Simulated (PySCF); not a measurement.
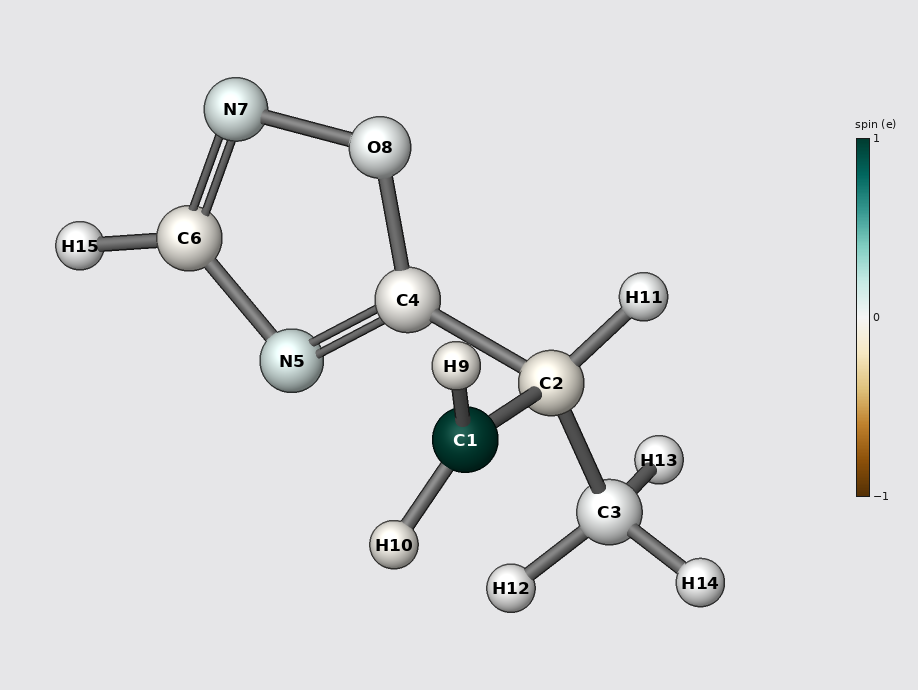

Atoms are coloured by their Mulliken spin populations. The species is neutral and a spin doublet. The computed structure is the end point of a GFN2-xTB optimisation. No frequency run is at hand to confirm it as a minimum. Method: UKS B3LYP, pcH-1 on C H N O, non-relativistic (PySCF 2.14.0).

Which atom carries the largest spin population?

C1 (0.99 e).

Which atom has the lowest spin population?

C2 (−0.07 e); a negative value comes from spin polarisation.

List the Mulliken spin populations.

```json
{"atom": "C1", "value (e)": "0.99"}
{"atom": "C2", "value (e)": "−0.07"}
{"atom": "C3", "value (e)": "0.01"}
{"atom": "C4", "value (e)": "−0.03"}
{"atom": "N5", "value (e)": "0.09"}
{"atom": "C6", "value (e)": "−0.04"}
{"atom": "N7", "value (e)": "0.08"}
{"atom": "O8", "value (e)": "0.03"}
{"atom": "H9", "value (e)": "−0.04"}
{"atom": "H10", "value (e)": "−0.04"}
{"atom": "H11", "value (e)": "0.01"}
{"atom": "H12", "value (e)": "0.00"}
{"atom": "H13", "value (e)": "0.00"}
{"atom": "H14", "value (e)": "0.00"}
{"atom": "H15", "value (e)": "0.00"}
```

Mulliken values depend strongly on the basis set.
